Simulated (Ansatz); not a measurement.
# Tetraphenylborate (C₂₄H₂₀B−): single points with varied inputs

Aim: run tetraphenylborate (C₂₄H₂₀B−) under a spread of inputs, and see what each costs and gives.

Program: Ansatz 0.2.0, Gaussian basis. Level of theory: the settings change from run to run. These are calculated values, not measurements.

## (1) The molecule

An earlier PBE-D4/def2-SVP relaxation fixed the geometry.

SMILES `c1ccc([B-](c2ccccc2)(c2ccccc2)c2ccccc2)cc1`, 45 atoms, charge -1, spin multiplicity 1.

Atoms are counted from 1 here; the program's logs count them from 0.

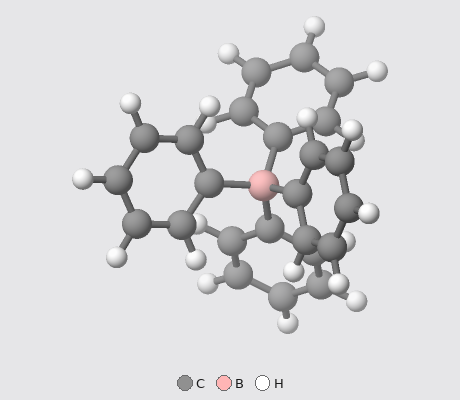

The structure; carbon grey, boron pink, hydrogen white.

## (2) wPBEh/def2-mTZVPP

Options: multiplicity 3, density fitting with def2-universal-jkfit.

in.yaml reads:

```yaml
crystal:
  periodic: [false, false, false]
  atoms:
    - {symbol: C, position_ang: [-2.507088, -3.123081, 2.078783]}
    - {symbol: C, position_ang: [-3.110946, -2.134908, 1.283947]}
    - {symbol: C, position_ang: [-2.320287, -1.191107, 0.608274]}
    - {symbol: C, position_ang: [-0.906748, -1.189386, 0.685528]}
    - {symbol: B, position_ang: [-0.000334, -0.000056, 0.000255]}
    - {symbol: C, position_ang: [0.044319, 1.151351, 1.174149]}
    - {symbol: C, position_ang: [-0.969196, 2.131651, 1.299891]}
    - {symbol: C, position_ang: [-1.003790, 3.047899, 2.363744]}
    - {symbol: C, position_ang: [-0.013623, 3.012301, 3.359310]}
    - {symbol: C, position_ang: [0.998035, 2.041667, 3.273759]}
    - {symbol: C, position_ang: [1.016817, 1.133386, 2.202741]}
    - {symbol: C, position_ang: [-0.635288, 0.552900, -1.412816]}
    - {symbol: C, position_ang: [-1.306864, -0.304094, -2.317582]}
    - {symbol: C, position_ang: [-1.751900, 0.129275, -3.577184]}
    - {symbol: C, position_ang: [-1.532746, 1.454964, -3.986299]}
    - {symbol: C, position_ang: [-0.855403, 2.327962, -3.119132]}
    - {symbol: C, position_ang: [-0.417468, 1.877227, -1.863167]}
    - {symbol: C, position_ang: [1.496732, -0.515049, -0.446192]}
    - {symbol: C, position_ang: [2.607617, 0.361391, -0.489227]}
    - {symbol: C, position_ang: [3.863088, -0.036290, -0.977160]}
    - {symbol: C, position_ang: [4.054411, -1.344008, -1.452689]}
    - {symbol: C, position_ang: [2.968745, -2.235093, -1.438864]}
    - {symbol: C, position_ang: [1.720337, -1.820023, -0.947331]}
    - {symbol: C, position_ang: [-0.332195, -2.188659, 1.507333]}
    - {symbol: C, position_ang: [-1.107036, -3.140395, 2.190192]}
    - {symbol: H, position_ang: [-3.121476, -3.868427, 2.610366]}
    - {symbol: H, position_ang: [-4.209823, -2.098572, 1.191429]}
    - {symbol: H, position_ang: [-2.817613, -0.419280, -0.002327]}
    - {symbol: H, position_ang: [-1.762677, 2.173282, 0.535343]}
    - {symbol: H, position_ang: [-1.812393, 3.796631, 2.418276]}
    - {symbol: H, position_ang: [-0.033355, 3.729842, 4.196172]}
    - {symbol: H, position_ang: [1.779455, 1.991215, 4.051092]}
    - {symbol: H, position_ang: [1.815779, 0.374513, 2.162108]}
    - {symbol: H, position_ang: [-1.482790, -1.351836, -2.022350]}
    - {symbol: H, position_ang: [-2.273562, -0.574601, -4.247882]}
    - {symbol: H, position_ang: [-1.881282, 1.802602, -4.972838]}
    - {symbol: H, position_ang: [-0.664997, 3.370556, -3.425970]}
    - {symbol: H, position_ang: [0.119892, 2.578658, -1.203533]}
    - {symbol: H, position_ang: [2.479594, 1.395818, -0.129444]}
    - {symbol: H, position_ang: [4.700891, 0.681598, -0.988587]}
    - {symbol: H, position_ang: [5.037840, -1.663718, -1.835102]}
    - {symbol: H, position_ang: [3.096191, -3.263755, -1.817043]}
    - {symbol: H, position_ang: [0.880767, -2.534827, -0.954954]}
    - {symbol: H, position_ang: [0.764587, -2.216819, 1.617565]}
    - {symbol: H, position_ang: [-0.614241, -3.902695, 2.817457]}
basis:
  gaussian: {orbitals: def2-mTZVPP, fitting: {mean_field: def2-universal-jkfit}}
total_charge: -1
magnetization: {spin_polarized: true, initial_magnetization: 2}
hamiltonian: {xc: {name: wPBEh}}
scf: {omitted_lower_state_checks: [starts]}
```

The run is started by

```sh
ansatz run in.yaml --threads 2 --pin off --events-out ev --progress --plain --max-ram 22528MiB --backend cuda --devices 0, --max-vram 18GiB
```

Standard output:

```text
Functional definition: wPBEh
  name "wPBEh"
  cite "Heyd, Scuseria & Ernzerhof, J. Chem. Phys. 118, 8207 (2003) doi:10.1063/1.1564060"
  cite "Krukau, Vydrov, Izmaylov & Scuseria, J. Chem. Phys. 125, 224106 (2006) doi:10.1063/1.2404663"
  cite "Heyd & Scuseria, J. Chem. Phys. 120, 7274 (2004) doi:10.1063/1.1668634"
  cite "Ernzerhof & Perdew, J. Chem. Phys. 109, 3313 (1998) doi:10.1063/1.476928"
  cite "Perdew, Burke & Ernzerhof, Phys. Rev. Lett. 77, 3865 (1996) doi:10.1103/PhysRevLett.77.3865"
  parent pbe
  parameter a = 0.25
  parameter omega = 0.11/bohr
  exchange = wpbe_x - a*pbe_x_sr(omega) + a*exact_x_sr(omega)
  correlation = pbe_c
these checks for a lower state are left out or cut short: starts
2235 factors; integrals over basis functions are off by at most 2.1e-1 eV
2235 factors; integrals over basis functions are off by at most 1.8e-7 eV
mean field evaluation 1: about -25835.9525 eV, gradient 7.6e1 eV
mean field evaluation 2: about -25813.2066 eV, gradient 9.9e1 eV
mean field evaluation 4: about -25862.4484 eV, gradient 2.3e1 eV
mean field evaluation 8: about -25866.2469 eV, gradient 5.3e0 eV
mean field evaluation 16: about -25866.4958 eV, gradient 1.6e0 eV
mean field evaluation 32: about -25867.0300 eV, gradient 1.8e-5 eV
mean field -25867.03004511 eV, -950.5958208550 hartree, gradient 5.3e-6 eV, S^2 2.044219; 0 other end points of the search recorded, 0 dependent functions left out
reference -25867.03012550 eV, -950.5958238094 hartree; 86, 84 occupied and 489, 491 virtual orbitals, 2235 factors
Total energy: -25867.03012550 eV, -950.5958238094 hartree
Checks for a lower state left out: starts
```

Wall time 39 s (1 × H100 (card shared with other runs) with 2 threads of AMD EPYC 7R13, shared host).

⟨S²⟩ 2.044.

## (3) CAM-B3LYP/6-31G

Set apart from the defaults: atoms shaken by 0.08 Å, D4 dispersion, high accuracy.

in.yaml reads:

```yaml
crystal:
  periodic: [false, false, false]
  atoms:
    - {symbol: C, position_ang: [-2.430766, -3.284987, 2.235360]}
    - {symbol: C, position_ang: [-3.134530, -2.051287, 1.361436]}
    - {symbol: C, position_ang: [-2.359162, -1.234462, 0.583890]}
    - {symbol: C, position_ang: [-0.967064, -1.214389, 0.729294]}
    - {symbol: B, position_ang: [0.274308, -0.054642, 0.053493]}
    - {symbol: C, position_ang: [-0.093975, 1.268747, 1.094414]}
    - {symbol: C, position_ang: [-0.946834, 2.129151, 1.214971]}
    - {symbol: C, position_ang: [-1.143690, 2.978921, 2.384849]}
    - {symbol: C, position_ang: [-0.117020, 2.988470, 3.195385]}
    - {symbol: C, position_ang: [1.045846, 1.986160, 3.228166]}
    - {symbol: C, position_ang: [0.996852, 1.198496, 2.101638]}
    - {symbol: C, position_ang: [-0.586050, 0.458704, -1.420692]}
    - {symbol: C, position_ang: [-1.212391, -0.286311, -2.315895]}
    - {symbol: C, position_ang: [-1.571587, 0.073448, -3.600933]}
    - {symbol: C, position_ang: [-1.577533, 1.496061, -4.159998]}
    - {symbol: C, position_ang: [-0.749529, 2.281837, -3.079354]}
    - {symbol: C, position_ang: [-0.443976, 1.848981, -1.996524]}
    - {symbol: C, position_ang: [1.521176, -0.596253, -0.598407]}
    - {symbol: C, position_ang: [2.523807, 0.312949, -0.461464]}
    - {symbol: C, position_ang: [3.739116, -0.064307, -0.875244]}
    - {symbol: C, position_ang: [4.096749, -1.290912, -1.484294]}
    - {symbol: C, position_ang: [3.058453, -2.280314, -1.224120]}
    - {symbol: C, position_ang: [1.735885, -1.810524, -0.947213]}
    - {symbol: C, position_ang: [-0.309241, -2.230030, 1.553911]}
    - {symbol: C, position_ang: [-1.165951, -3.093528, 2.179548]}
    - {symbol: H, position_ang: [-3.132348, -3.904662, 2.577210]}
    - {symbol: H, position_ang: [-4.117487, -2.101442, 1.234864]}
    - {symbol: H, position_ang: [-2.769811, -0.599009, -0.023246]}
    - {symbol: H, position_ang: [-1.707083, 1.993142, 0.582328]}
    - {symbol: H, position_ang: [-1.693161, 3.848526, 2.507162]}
    - {symbol: H, position_ang: [-0.186856, 3.764508, 4.126620]}
    - {symbol: H, position_ang: [1.739113, 2.006201, 3.967104]}
    - {symbol: H, position_ang: [1.994589, 0.272660, 1.983142]}
    - {symbol: H, position_ang: [-1.575119, -1.341281, -1.853255]}
    - {symbol: H, position_ang: [-2.216417, -0.433184, -4.245571]}
    - {symbol: H, position_ang: [-1.952275, 1.835944, -4.957858]}
    - {symbol: H, position_ang: [-0.664945, 3.397862, -3.293743]}
    - {symbol: H, position_ang: [0.250228, 2.519477, -1.213237]}
    - {symbol: H, position_ang: [2.458064, 1.365321, -0.047083]}
    - {symbol: H, position_ang: [4.683851, 0.771740, -0.960050]}
    - {symbol: H, position_ang: [5.117078, -1.784304, -1.772630]}
    - {symbol: H, position_ang: [3.103392, -3.337075, -1.841569]}
    - {symbol: H, position_ang: [0.786607, -2.484410, -1.041343]}
    - {symbol: H, position_ang: [0.750198, -2.188121, 1.707095]}
    - {symbol: H, position_ang: [-0.668053, -3.890664, 2.803469]}
basis:
  gaussian: {orbitals: 6-31G}
total_charge: -1
hamiltonian: {xc: {name: CAM-B3LYP}, dispersion: d4}
accuracy: high
scf: {omitted_lower_state_checks: [starts]}
```

The command is unchanged.

Standard output, cut to the lines that bear on the results:

```text
Functional definition: CAM-B3LYP
  name "CAM-B3LYP"
  cite "Yanai, Tew & Handy, Chem. Phys. Lett. 393, 51 (2004) doi:10.1016/j.cplett.2004.06.011"
  cite "Iikura, Tsuneda, Yanai & Hirao, J. Chem. Phys. 115, 3540 (2001) doi:10.1063/1.1383587"
  cite "Becke, Phys. Rev. A 38, 3098 (1988) doi:10.1103/PhysRevA.38.3098"
  cite "Lee, Yang & Parr, Phys. Rev. B 37, 785 (1988) doi:10.1103/PhysRevB.37.785"
  cite "Vosko, Wilk & Nusair, Can. J. Phys. 58, 1200 (1980) doi:10.1139/p80-159"
[...]
  # Exact exchange under (alpha + beta erf(omega r))/r, Becke's under what is left of 1/r.
[...]
7310 factors; integrals over basis functions are off by at most 1.8e-8 eV
1488 factors; integrals over basis functions are off by at most 1.8e-9 eV
[...]
mean field -25855.78990771 eV, -950.1827534246 hartree, gradient 9.5e-8 eV, S^2 0.000000; 0 other end points of the search recorded, 0 dependent functions left out
reference -25855.78994982 eV, -950.1827549721 hartree; 85, 85 occupied and 180, 180 virtual orbitals, 7310 factors
Total energy: -25857.57194957 eV, -950.2482422550 hartree
Checks for a lower state left out: starts
```

Run time: 30 s. Hardware: 1 × H100 (card shared with other runs) with 2 threads of AMD EPYC 7R13, shared host; peak host memory 1.8 GiB.

## (4) r2SCAN50/def2-TZVP

Options: atoms shaken by 0.08 Å, density fitting with def2-universal-jkfit, D4 dispersion.

in.yaml reads:

```yaml
crystal:
  periodic: [false, false, false]
  atoms:
    - {symbol: C, position_ang: [-2.472370, -3.276652, 2.108349]}
    - {symbol: C, position_ang: [-3.030084, -2.229926, 1.374017]}
    - {symbol: C, position_ang: [-2.340861, -1.088493, 0.601380]}
    - {symbol: C, position_ang: [-0.917593, -1.177843, 0.738396]}
    - {symbol: B, position_ang: [-0.020414, 0.042352, 0.060618]}
    - {symbol: C, position_ang: [0.018769, 1.143058, 1.068039]}
    - {symbol: C, position_ang: [-0.850182, 2.172783, 1.268219]}
    - {symbol: C, position_ang: [-1.094536, 3.073617, 2.412464]}
    - {symbol: C, position_ang: [-0.045416, 2.870208, 3.326850]}
    - {symbol: C, position_ang: [0.946471, 2.009650, 3.328301]}
    - {symbol: C, position_ang: [1.051956, 1.108420, 2.343212]}
    - {symbol: C, position_ang: [-0.718092, 0.501355, -1.492045]}
    - {symbol: C, position_ang: [-1.338405, -0.276440, -2.427303]}
    - {symbol: C, position_ang: [-1.823700, 0.172380, -3.593574]}
    - {symbol: C, position_ang: [-1.470142, 1.451467, -3.992834]}
    - {symbol: C, position_ang: [-0.940671, 2.358614, -2.998124]}
    - {symbol: C, position_ang: [-0.447511, 1.812419, -1.861050]}
    - {symbol: C, position_ang: [1.571092, -0.565490, -0.417263]}
    - {symbol: C, position_ang: [2.538471, 0.482337, -0.469736]}
    - {symbol: C, position_ang: [3.737723, -0.206286, -1.011140]}
    - {symbol: C, position_ang: [4.068408, -1.346511, -1.487221]}
    - {symbol: C, position_ang: [3.006855, -2.281705, -1.434441]}
    - {symbol: C, position_ang: [1.812269, -1.853297, -0.901920]}
    - {symbol: C, position_ang: [-0.488383, -2.187971, 1.486114]}
    - {symbol: C, position_ang: [-1.032379, -3.267060, 2.188444]}
    - {symbol: H, position_ang: [-3.020845, -3.847135, 2.736778]}
    - {symbol: H, position_ang: [-4.228556, -1.960196, 1.293200]}
    - {symbol: H, position_ang: [-2.879176, -0.430777, 0.030282]}
    - {symbol: H, position_ang: [-1.845168, 2.269609, 0.520092]}
    - {symbol: H, position_ang: [-1.719854, 3.884137, 2.377643]}
    - {symbol: H, position_ang: [-0.054141, 3.772288, 4.232822]}
    - {symbol: H, position_ang: [1.763044, 1.983434, 4.119573]}
    - {symbol: H, position_ang: [1.847685, 0.384929, 2.127307]}
    - {symbol: H, position_ang: [-1.281797, -1.373782, -1.973070]}
    - {symbol: H, position_ang: [-2.167637, -0.582140, -4.275830]}
    - {symbol: H, position_ang: [-1.805315, 1.724863, -5.061243]}
    - {symbol: H, position_ang: [-0.731907, 3.360928, -3.417545]}
    - {symbol: H, position_ang: [0.133569, 2.467964, -1.083494]}
    - {symbol: H, position_ang: [2.305931, 1.514034, -0.182840]}
    - {symbol: H, position_ang: [4.693670, 0.814292, -1.047972]}
    - {symbol: H, position_ang: [4.929875, -1.757148, -1.762159]}
    - {symbol: H, position_ang: [3.119047, -3.260546, -1.845013]}
    - {symbol: H, position_ang: [0.898053, -2.528047, -0.862597]}
    - {symbol: H, position_ang: [0.576204, -2.350196, 1.539082]}
    - {symbol: H, position_ang: [-0.618281, -3.817991, 2.665523]}
basis:
  gaussian: {orbitals: def2-TZVP, fitting: {mean_field: def2-universal-jkfit}}
total_charge: -1
hamiltonian: {xc: {name: r2SCAN50}, dispersion: d4}
output: {forces: true}
```

The command is unchanged.

Standard output, cut to the lines that bear on the results:

```text
Functional definition: r2SCAN50
  name "r2SCAN50"
  cite "Bursch, Neugebauer, Ehlert & Grimme, J. Chem. Phys. 156, 134105 (2022) doi:10.1063/5.0086040"
  cite "Furness, Kaplan, Ning, Perdew & Sun, J. Phys. Chem. Lett. 11, 8208 (2020) doi:10.1021/acs.jpclett.0c02405"
  cite "Furness, Kaplan, Ning, Perdew & Sun, J. Phys. Chem. Lett. 11, 9248 (2020) doi:10.1021/acs.jpclett.0c03077"
  parent r2scan
[...]
2235 factors; integrals over basis functions are off by at most 5.8e-1 eV
[...]
mean field -25870.10654090 eV, -950.7088799902 hartree, gradient 8.6e-5 eV, S^2 0.000000; 0 other end points of the search recorded, 0 dependent functions left out
[...]
reference -25870.10655629 eV, -950.7088805556 hartree; 85, 85 occupied and 810, 810 virtual orbitals, 2235 factors
Total energy: -25870.88269877 eV, -950.7374032658 hartree
[...]
Atom 35 at    -1.805315     1.724863    -5.061243 Å, force     0.822047     0.105491     2.198309 eV/Å
Atom 36 at    -0.731907     3.360928    -3.417545 Å, force    -0.027736    -0.648293     1.034200 eV/Å
Atom 37 at     0.133569     2.467964    -1.083494 Å, force    -1.373656    -1.250459    -1.927764 eV/Å
Atom 38 at     2.305931     1.514034    -0.182840 Å, force     0.897225    -0.830302    -0.292053 eV/Å
Atom 39 at     4.693670     0.814292    -1.047972 Å, force    -2.338895    -3.487313    -0.046663 eV/Å
Atom 40 at     4.929875    -1.757148    -1.762159 Å, force     3.731020    -0.416305    -1.189629 eV/Å
Atom 41 at     3.119047    -3.260546    -1.845013 Å, force     0.007307    -0.375267     0.007174 eV/Å
Atom 42 at     0.898053    -2.528047    -0.862597 Å, force     1.662779     0.790822    -0.134538 eV/Å
Atom 43 at     0.576204    -2.350196     1.539082 Å, force     0.580872     0.880587    -0.124420 eV/Å
Atom 44 at    -0.618281    -3.817991     2.665523 Å, force     9.448452   -11.815715     9.994081 eV/Å
Dipole moment:     0.020204    -0.083417     0.084507 e Å
```

It took 21 s on 1 × H100 (card shared with other runs) with 2 threads of AMD EPYC 7R13, shared host; peak host memory 1.6 GiB.

Largest force 22.385 eV/Å.

## (5) PBEsol/def2-mTZVPP

Set apart from the defaults: density fitting with def2-universal-jkfit, D3(BJ) with three-body dispersion, the search for lower states set to off.

in.yaml reads:

```yaml
crystal:
  periodic: [false, false, false]
  atoms:
    - {symbol: C, position_ang: [-2.507088, -3.123081, 2.078783]}
    - {symbol: C, position_ang: [-3.110946, -2.134908, 1.283947]}
    - {symbol: C, position_ang: [-2.320287, -1.191107, 0.608274]}
    - {symbol: C, position_ang: [-0.906748, -1.189386, 0.685528]}
    - {symbol: B, position_ang: [-0.000334, -0.000056, 0.000255]}
    - {symbol: C, position_ang: [0.044319, 1.151351, 1.174149]}
    - {symbol: C, position_ang: [-0.969196, 2.131651, 1.299891]}
    - {symbol: C, position_ang: [-1.003790, 3.047899, 2.363744]}
    - {symbol: C, position_ang: [-0.013623, 3.012301, 3.359310]}
    - {symbol: C, position_ang: [0.998035, 2.041667, 3.273759]}
    - {symbol: C, position_ang: [1.016817, 1.133386, 2.202741]}
    - {symbol: C, position_ang: [-0.635288, 0.552900, -1.412816]}
    - {symbol: C, position_ang: [-1.306864, -0.304094, -2.317582]}
    - {symbol: C, position_ang: [-1.751900, 0.129275, -3.577184]}
    - {symbol: C, position_ang: [-1.532746, 1.454964, -3.986299]}
    - {symbol: C, position_ang: [-0.855403, 2.327962, -3.119132]}
    - {symbol: C, position_ang: [-0.417468, 1.877227, -1.863167]}
    - {symbol: C, position_ang: [1.496732, -0.515049, -0.446192]}
    - {symbol: C, position_ang: [2.607617, 0.361391, -0.489227]}
    - {symbol: C, position_ang: [3.863088, -0.036290, -0.977160]}
    - {symbol: C, position_ang: [4.054411, -1.344008, -1.452689]}
    - {symbol: C, position_ang: [2.968745, -2.235093, -1.438864]}
    - {symbol: C, position_ang: [1.720337, -1.820023, -0.947331]}
    - {symbol: C, position_ang: [-0.332195, -2.188659, 1.507333]}
    - {symbol: C, position_ang: [-1.107036, -3.140395, 2.190192]}
    - {symbol: H, position_ang: [-3.121476, -3.868427, 2.610366]}
    - {symbol: H, position_ang: [-4.209823, -2.098572, 1.191429]}
    - {symbol: H, position_ang: [-2.817613, -0.419280, -0.002327]}
    - {symbol: H, position_ang: [-1.762677, 2.173282, 0.535343]}
    - {symbol: H, position_ang: [-1.812393, 3.796631, 2.418276]}
    - {symbol: H, position_ang: [-0.033355, 3.729842, 4.196172]}
    - {symbol: H, position_ang: [1.779455, 1.991215, 4.051092]}
    - {symbol: H, position_ang: [1.815779, 0.374513, 2.162108]}
    - {symbol: H, position_ang: [-1.482790, -1.351836, -2.022350]}
    - {symbol: H, position_ang: [-2.273562, -0.574601, -4.247882]}
    - {symbol: H, position_ang: [-1.881282, 1.802602, -4.972838]}
    - {symbol: H, position_ang: [-0.664997, 3.370556, -3.425970]}
    - {symbol: H, position_ang: [0.119892, 2.578658, -1.203533]}
    - {symbol: H, position_ang: [2.479594, 1.395818, -0.129444]}
    - {symbol: H, position_ang: [4.700891, 0.681598, -0.988587]}
    - {symbol: H, position_ang: [5.037840, -1.663718, -1.835102]}
    - {symbol: H, position_ang: [3.096191, -3.263755, -1.817043]}
    - {symbol: H, position_ang: [0.880767, -2.534827, -0.954954]}
    - {symbol: H, position_ang: [0.764587, -2.216819, 1.617565]}
    - {symbol: H, position_ang: [-0.614241, -3.902695, 2.817457]}
basis:
  gaussian: {orbitals: def2-mTZVPP, fitting: {mean_field: def2-universal-jkfit}}
total_charge: -1
hamiltonian: {xc: {name: PBEsol}, dispersion: d3bjatm}
scf: {lower_state_search: off}
```

The command is unchanged.

Standard output, cut to the lines that bear on the results:

```text
Functional definition: PBEsol
  name "PBEsol"
  cite "Perdew et al., Phys. Rev. Lett. 100, 136406 (2008) doi:10.1103/PhysRevLett.100.136406"
  cite "Perdew, Burke & Ernzerhof, Phys. Rev. Lett. 77, 3865 (1996) doi:10.1103/PhysRevLett.77.3865"
  parent pbesol
[...]
2235 factors; integrals over basis functions are off by at most 2.1e-1 eV
[...]
mean field -25755.03106375 eV, -946.4799342059 hartree, gradient 2.3e-6 eV, S^2 0.000000; 0 other end points of the search recorded, 0 dependent functions left out
reference -25755.03114380 eV, -946.4799371475 hartree; 85, 85 occupied and 490, 490 virtual orbitals, 2235 factors
Total energy: -25755.92587156 eV, -946.5128177862 hartree
Checks for a lower state left out: stability, starts, cluster_reference, orbital_swaps, neighbouring_geometries, increment
```

Run time: 7 s. Hardware: 1 × H100 (card shared with other runs) with 2 threads of AMD EPYC 7R13, shared host.

## (6) All runs side by side

```csv
level,charge,multiplicity,geometry,functions,energy (eV),time
wPBEh/def2-mTZVPP,-1,3,relaxed,575,-25867.030,39 s
CAM-B3LYP/6-31G,-1,1,shaken,265,-25857.572,30 s
r2SCAN50/def2-TZVP,-1,1,shaken,895,-25870.883,21 s
PBEsol/def2-mTZVPP,-1,1,relaxed,575,-25755.926,7 s
```

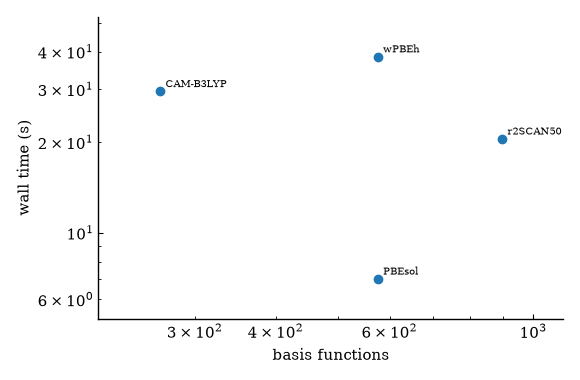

Wall time against the number of basis functions (shared host).

## (7) Results

| quantity | value |
| --- | --- |
| runs | 4 |
| quickest | PBEsol/def2-mTZVPP, 7 s |
| slowest | wPBEh/def2-mTZVPP, 39 s |

The runs differ in state or geometry as well as level, so their energies can't be set against each other. Run time spans a factor of 5, from PBEsol/def2-mTZVPP to wPBEh/def2-mTZVPP. The jobs differ in tasks and options as well as level.
